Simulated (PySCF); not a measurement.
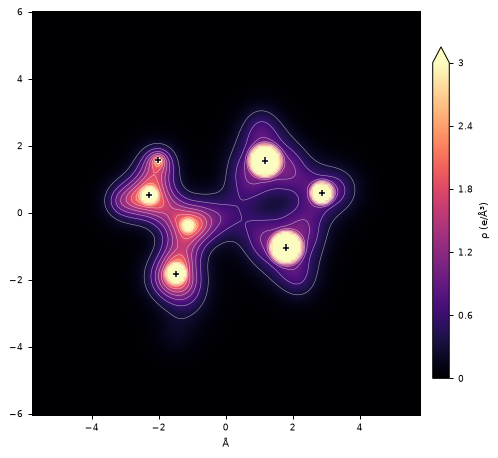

The total electron density on a plane through atoms (crosses mark nuclei in the plane).

Method: PySCF 2.14.0, PBE0/pcSseg-1, SCF density, gas phase, non-relativistic.

Candidates:
A. C$_{3}$H$_{7}$FO$_{2}$Si$_{2}$
B. C$_{4}$H$_{14}$B$_{2}$P$_{2}$

Which candidate gave the map?

Answer. Candidate B: C$_{4}$H$_{14}$B$_{2}$P$_{2}$ on the plane of atoms P6, B7 and P8, which holds C, P, B and H. B–P (1.96 Å): ρ is about 0.91 e/Å³ halfway. C–H (1.09 Å): ρ is about 1.9 e/Å³ halfway.
